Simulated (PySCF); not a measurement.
Vertical excitations of a molecule C3H10Si3 from TDA-PBE/def2-SVPD (PySCF), as energy in eV (oscillator strength): 4.57 (0.000), 4.85 (0.008), 5.31 (0.209), 5.36 (0.068), 5.39 (0.000), 5.47 (0.036). Lowest triplet (TDA): 3.99 eV. The structure is a stationary point at B3LYP-D3(BJ)/def2-SVP. Other conformers were not sampled.

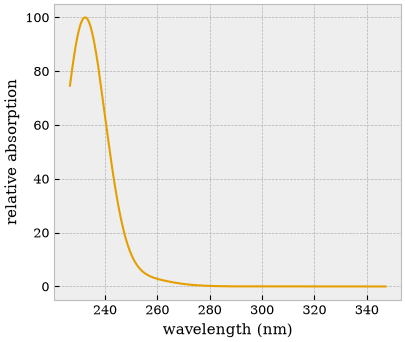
Figure. The lines broadened by 0.4 eV.

Q: Pick the molecule that these values belong to.
A. [SiH3]C=C=C[SiH2][SiH3]
B. C=C1[SiH2][SiH2][Si@H]1C
C. [SiH3]CC1=C[SiH2][SiH2]1
D. C=CC1[SiH2][SiH2][SiH2]1

A: D, C=CC1[SiH2][SiH2][SiH2]1
